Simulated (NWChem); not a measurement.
# C4H8O (2-butanone): levels of theory compared

Wanted: a comparison of 4 runs (BLYP/6-31G*, PBE/6-31G*, TPSS/6-31G*, revPBE/6-31G*) of C4H8O (2-butanone). 

The calculation is run with NWChem 7.3.0.

## (1) The system as given

The species is C4H8O (13 atoms), meant as a singlet with charge 0. As SMILES, `CCC(C)=O`. The coordinates come from a PBE0-D4/def2-TZVP relaxation. This is one conformer, not always the lowest.

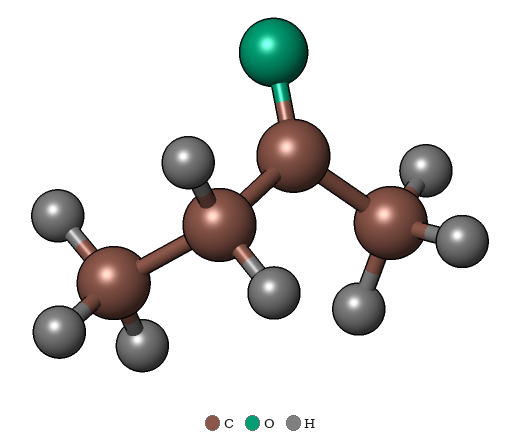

Viewed from a chosen angle; carbon brown, oxygen teal, hydrogen grey.

## (2) Energy and gradient at BLYP/6-31G(d) (spherical functions) (run 1)

The input, c4h8o.xyz:

```xyz
13
C4H8O gradient
C     -1.145600     1.128600    -0.438000
C      0.104000     0.866600     0.400200
C      0.917600    -0.253800    -0.206600
C      0.580900    -1.652300     0.236700
O      1.778900    -0.032900    -1.021800
H     -1.729800     1.946300    -0.012200
H     -0.871200     1.401500    -1.458700
H     -1.791800     0.248500    -0.484700
H     -0.181700     0.612400     1.425300
H      0.731300     1.759600     0.423400
H     -0.499800    -1.816400     0.230900
H      0.914800    -1.787200     1.270500
H      1.077500    -2.382200    -0.399800
```

The input, c4h8o.nw:

```
start c4h8o
title "C4H8O gradient"
memory 2200 mb

geometry units angstroms noautosym nocenter noautoz
  load c4h8o.xyz
end

basis spherical bse
  * library 6-31G*
end

dft
  xc becke88 lyp
  grid xfine
  convergence energy 1e-08
  maxiter 100
  mulliken
  print low
end

task dft gradient
```

On the command line:

```console
$ nwchem c4h8o.nw > c4h8o.out
```

Standard output:

```text
[...]
 d= 0,ls=0.0,diis     1   -232.2140276580 -4.09D+02  3.31D-02  1.11D+00     8.3
[...]
 d= 0,ls=0.0,diis    11   -232.3476678849 -2.97D-09  3.11D-07  1.12D-09    76.1
         Total DFT energy =     -232.347667884943
      One electron energy =     -664.470521423823
           Coulomb energy =      288.348810381063
    Exchange-Corr. energy =      -33.224014372573
 Nuclear repulsion energy =      176.998057530390
[...]
      Total Density - Mulliken Population Analysis
     ---------------------------------------------
    Atom       Charge   Shell Charges
 -----------   ------   -------------------------------------------------------
    1 C    6     6.41   2.00  0.68  2.14  0.61  0.96  0.03
    2 C    6     6.28   2.00  0.68  2.15  0.57  0.85  0.04
    3 C    6     5.61   2.00  0.71  1.98  0.38  0.46  0.09
    4 C    6     6.49   2.00  0.68  2.16  0.62  1.00  0.03
    5 O    8     8.36   2.00  0.93  2.88  0.92  1.61  0.03
    6 H    1     0.86   0.53  0.33
    7 H    1     0.85   0.53  0.32
    8 H    1     0.87   0.53  0.33
    9 H    1     0.88   0.54  0.34
   10 H    1     0.86   0.53  0.32
[...]
                         DFT ENERGY GRADIENTS
    atom               coordinates                        gradient
                 x          y          z           x          y          z
   1 C      -2.164870   2.132745  -0.827700    0.004745  -0.002126   0.002091
   2 C       0.196532   1.637637   0.756268   -0.000727  -0.002838  -0.005842
   3 C       1.734013  -0.479612  -0.390417    0.014749   0.004249  -0.015708
   4 C       1.097742  -3.122394   0.447298    0.002090   0.005834  -0.002181
   5 O       3.361634  -0.062172  -1.930922   -0.029170  -0.007634   0.027862
   6 H      -3.268848   3.677974  -0.023055    0.004327  -0.005464  -0.002333
   7 H      -1.646329   2.648451  -2.756543   -0.001329  -0.001791   0.006689
   8 H      -3.386011   0.469597  -0.915950    0.004512   0.005375   0.000606
   9 H      -0.343363   1.157268   2.693426    0.002243   0.000486  -0.007040
  10 H       1.381957   3.325162   0.800110   -0.003562  -0.006087  -0.000616
  11 H      -0.944485  -3.432498   0.436338    0.006971   0.002554  -0.000370
[...]
```

It took 90 s on 1 thread of Intel Xeon Platinum 8259CL at 2.50GHz (Skylake/Cascade Lake), shared host; peak memory 0.15 GiB.

## (3) Energy and gradient at PBE/6-31G(d) (spherical functions) (run 2)

The input, a.nw:

```
start a
title "C4H8O PBE"
memory stack 880 mb heap 220 mb global 1100 mb
geometry noautosym nocenter noautoz
C     -1.145600     1.128600    -0.438000
C      0.104000     0.866600     0.400200
C      0.917600    -0.253800    -0.206600
C      0.580900    -1.652300     0.236700
O      1.778900    -0.032900    -1.021800
H     -1.729800     1.946300    -0.012200
H     -0.871200     1.401500    -1.458700
H     -1.791800     0.248500    -0.484700
H     -0.181700     0.612400     1.425300
H      0.731300     1.759600     0.423400
H     -0.499800    -1.816400     0.230900
H      0.914800    -1.787200     1.270500
H      1.077500    -2.382200    -0.399800
end
basis "ao basis" spherical bse
* library 6-31G*
end
dft
xc xpbe96 cpbe96
grid xfine
convergence energy 1e-08
iterations 100
mulliken
end
task dft gradient
```

On the command line:

```console
$ nwchem a.nw > a.out
```

Standard output:

```text
[...]
          Wavefunction type:  closed shell.
          No. of atoms     :    13
          No. of electrons :    40
[...]
          Charge           :     0
          Spin multiplicity:     1
[...]
          AO basis - number of functions:    86
[...]
              XC Information
              --------------
          PerdewBurkeErnzerhof Exchange Functional  1.000
            Perdew 1991 LDA Correlation Functional  1.000 local
           PerdewBurkeErnz. Correlation Functional  1.000 non-local
[...]
 d= 0,ls=0.0,diis     1   -232.0283972192 -4.09D+02  3.34D-02  1.10D+00     8.6
[...]
 d= 0,ls=0.0,diis    11   -232.1562454630 -2.10D-09  2.62D-07  7.81D-10    79.1
         Total DFT energy =     -232.156245462990
      One electron energy =     -664.450470051131
           Coulomb energy =      288.303157258594
    Exchange-Corr. energy =      -33.006990200843
 Nuclear repulsion energy =      176.998057530390
[...]
      Total Density - Mulliken Population Analysis
     ---------------------------------------------
    Atom       Charge   Shell Charges
 -----------   ------   -------------------------------------------------------
    1 C    6     6.50   2.00  0.67  2.13  0.65  1.03  0.03
    2 C    6     6.37   2.00  0.67  2.13  0.61  0.92  0.03
    3 C    6     5.60   2.00  0.70  1.97  0.38  0.46  0.09
    4 C    6     6.58   2.00  0.67  2.15  0.66  1.07  0.03
    5 O    8     8.36   2.00  0.92  2.86  0.94  1.61  0.03
    6 H    1     0.83   0.52  0.30
    7 H    1     0.82   0.52  0.30
    8 H    1     0.84   0.52  0.31
    9 H    1     0.85   0.53  0.32
   10 H    1     0.82   0.52  0.30
[...]
  wavefunction    = closed shell
                         DFT ENERGY GRADIENTS
    atom               coordinates                        gradient
                 x          y          z           x          y          z
   1 C      -2.164870   2.132745  -0.827700    0.000289  -0.000702  -0.000573
   2 C       0.196532   1.637637   0.756268    0.001379  -0.000270  -0.001730
   3 C       1.734013  -0.479612  -0.390417    0.014692   0.004234  -0.014958
   4 C       1.097742  -3.122394   0.447298    0.001436   0.001203  -0.001114
   5 O       3.361634  -0.062172  -1.930922   -0.025508  -0.006797   0.024428
   6 H      -3.268848   3.677974  -0.023055    0.004283  -0.005642  -0.002589
   7 H      -1.646329   2.648451  -2.756543   -0.001698  -0.001811   0.006959
   8 H      -3.386011   0.469597  -0.915950    0.004534   0.005844   0.000499
   9 H      -0.343363   1.157268   2.693426    0.002405   0.000844  -0.007323
  10 H       1.381957   3.325162   0.800110   -0.003992  -0.006282  -0.000318
  11 H      -0.944485  -3.432498   0.436338    0.007408   0.002229  -0.000373
[...]
```

Wall time 93 s (1 thread of Intel Xeon Platinum 8259CL at 2.50GHz (Skylake/Cascade Lake), shared host); peak memory 0.15 GiB.

Run 3 isn't shown in full; the table further down has it.

## (4) Energy and gradient at revPBE/6-31G(d) (spherical functions) (run 4)

The input, geom.nw:

```
start geom
title "C4H8O revPBE"
memory 2200 mb
charge 0

geometry units angstrom noautosym nocenter noautoz
   C     -1.145600     1.128600    -0.438000
   C      0.104000     0.866600     0.400200
   C      0.917600    -0.253800    -0.206600
   C      0.580900    -1.652300     0.236700
   O      1.778900    -0.032900    -1.021800
   H     -1.729800     1.946300    -0.012200
   H     -0.871200     1.401500    -1.458700
   H     -1.791800     0.248500    -0.484700
   H     -0.181700     0.612400     1.425300
   H      0.731300     1.759600     0.423400
   H     -0.499800    -1.816400     0.230900
   H      0.914800    -1.787200     1.270500
   H      1.077500    -2.382200    -0.399800
end

basis spherical bse
   * library 6-31G*
end

dft
   xc revpbe cpbe96
   grid xfine
   convergence energy 1e-08
   iterations 100
   mulliken
end

task dft gradient
```

On the command line:

```console
$ nwchem geom.nw > geom.out
```

Standard output:

```text
[...]
          Wavefunction type:  closed shell.
          No. of atoms     :    13
          No. of electrons :    40
[...]
          Charge           :     0
          Spin multiplicity:     1
[...]
          AO basis - number of functions:    86
[...]
              XC Information
              --------------
                        RevPBE Exchange Functional  1.000
            Perdew 1991 LDA Correlation Functional  1.000 local
           PerdewBurkeErnz. Correlation Functional  1.000 non-local
[...]
 d= 0,ls=0.0,diis     1   -232.2591457464 -4.09D+02  3.27D-02  1.07D+00     8.6
[...]
 d= 0,ls=0.0,diis    11   -232.3869146095 -1.54D-09  2.20D-07  5.69D-10    77.2
         Total DFT energy =     -232.386914609525
      One electron energy =     -664.425331394417
           Coulomb energy =      288.289702053454
    Exchange-Corr. energy =      -33.249342798952
 Nuclear repulsion energy =      176.998057530390
[...]
      Total Density - Mulliken Population Analysis
     ---------------------------------------------
    Atom       Charge   Shell Charges
 -----------   ------   -------------------------------------------------------
    1 C    6     6.49   2.00  0.67  2.12  0.66  1.02  0.03
    2 C    6     6.37   2.00  0.67  2.12  0.62  0.92  0.04
    3 C    6     5.58   2.00  0.71  1.96  0.38  0.45  0.09
    4 C    6     6.58   2.00  0.67  2.15  0.67  1.07  0.03
    5 O    8     8.38   2.00  0.92  2.86  0.95  1.62  0.03
    6 H    1     0.83   0.53  0.30
    7 H    1     0.82   0.53  0.29
    8 H    1     0.84   0.53  0.31
    9 H    1     0.85   0.53  0.31
   10 H    1     0.82   0.53  0.29
[...]
  wavefunction    = closed shell
                         DFT ENERGY GRADIENTS
    atom               coordinates                        gradient
                 x          y          z           x          y          z
   1 C      -2.164870   2.132745  -0.827700    0.002929  -0.001489   0.000964
   2 C       0.196532   1.637637   0.756268    0.000808  -0.002214  -0.004444
   3 C       1.734013  -0.479612  -0.390417    0.015157   0.004479  -0.015865
   4 C       1.097742  -3.122394   0.447298    0.002112   0.004567  -0.002076
   5 O       3.361634  -0.062172  -1.930922   -0.029577  -0.007688   0.028098
   6 H      -3.268848   3.677974  -0.023055    0.004660  -0.006093  -0.002740
   7 H      -1.646329   2.648451  -2.756543   -0.001589  -0.002031   0.007410
   8 H      -3.386011   0.469597  -0.915950    0.004954   0.005921   0.000595
   9 H      -0.343363   1.157268   2.693426    0.002503   0.000626  -0.007759
  10 H       1.381957   3.325162   0.800110   -0.004068  -0.006727  -0.000568
  11 H      -0.944485  -3.432498   0.436338    0.007588   0.002677  -0.000389
[...]
```

Run time: 91 s. Hardware: 1 thread of Intel Xeon Platinum 8259CL at 2.50GHz (Skylake/Cascade Lake), shared host; peak memory 0.15 GiB.

## (5) Overview of the runs

| run | level | energy (Eh) | largest force (eV/Å) | wall time |
| --- | --- | --- | --- | --- |
| 1 | BLYP/6-31G* (spherical functions) | -232.347668 | 2.111 | 90 s |
| 2 | PBE/6-31G* (spherical functions) | -232.156245 | 1.849 | 93 s |
| 3 | TPSS/6-31G* (spherical functions) | -232.496473 | 1.840 | 2.2 min |
| 4 | revPBE/6-31G* (spherical functions) | -232.386915 | 2.135 | 91 s |

## (6) Summary of results

| quantity | value |
| --- | --- |
| run 4: total energy | -232.38691 Eh |
| run 4: dipole moment | 2.60 D |
| run 4: HOMO energy | -5.05 eV |
| run 4: LUMO energy | -1.03 eV |
| run 4: HOMO–LUMO gap | 4.02 eV |
| run 4: largest force on an atom | 2.135 eV/Å |

In words: Over runs 2, 3, 4 the dipole moment (its size) runs from 2.60 D (revPBE/6-31G*) to 2.64 D (TPSS/6-31G*). Over runs 2, 3, 4 the HOMO–LUMO gap runs from 3.99 eV (PBE/6-31G*) to 4.24 eV (TPSS/6-31G*). Totals of different functionals can't be ranked against each other. All runs together took 6.8 min, the longest 2.2 min.
